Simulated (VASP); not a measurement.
Band structure of Yb (fcc). Computed with MS2 meta-GGA, VASP's PBE PAW potentials (set 64) (plane waves; VASP).

The 4f electrons are frozen in the core of the lanthanide potential, so 4f levels, which can set the real gap, and their magnetism are missing.

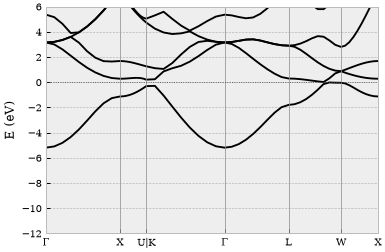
Fig. 1. Bands along high-symmetry lines, zero at the valence-band maximum or, without a gap, the Fermi level

Read the plot: is there a gap, and where are the band edges?

It has no gap at this level: it comes out as a metal or semimetal.

The compound is Yb in the fcc structure. It was relaxed first, which changed the volume by -10 %.
